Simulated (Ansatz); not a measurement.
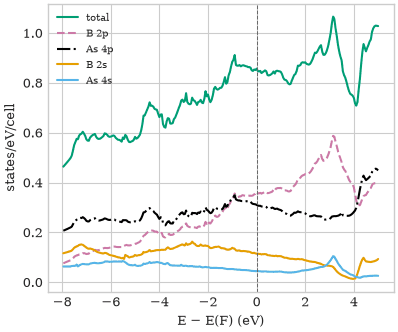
*Total and projected density of states of BAs (CsCl type, Pm-3m), DFT-PBEsol in the program Ansatz with PAW potentials*

Which orbitals carry the states next to the Fermi level?

Within 0.5 eV of the Fermi level: B 2p 42 %, As 4p 37 %, B 2s 14 %, As 4s 5 %. Projections are on Löwdin-orthogonalised atomic valence shells; empty p or d shells of many metals are not among them.

Where is the tallest occupied peak in this window, and what makes it?

Near -0.9 eV, about 0.91 states/eV per cell; the largest projected share is B 2p.

The start of the workflow was typed in or built on a structure type; neither database checked (COD, Materials Project) lists it. It is not the phase usual at ambient conditions (space group No. 216). The cell was relaxed with PBEsol under the symmetry of its start. At this level the phase is dynamically unstable (imaginary phonons). The volume moved by 26 % from the start of the relaxation. Its formation energy is positive at this level, so the cell may be metastable or incomplete. Scalar-relativistic: spin–orbit coupling is off unless named, which matters more the heavier the elements.

Potentials: the earlier of the program's two PAW sets. The files were generated under PBE; for other functionals the program regenerates the frozen cores, and for LDA and PBEsol the local potential too.
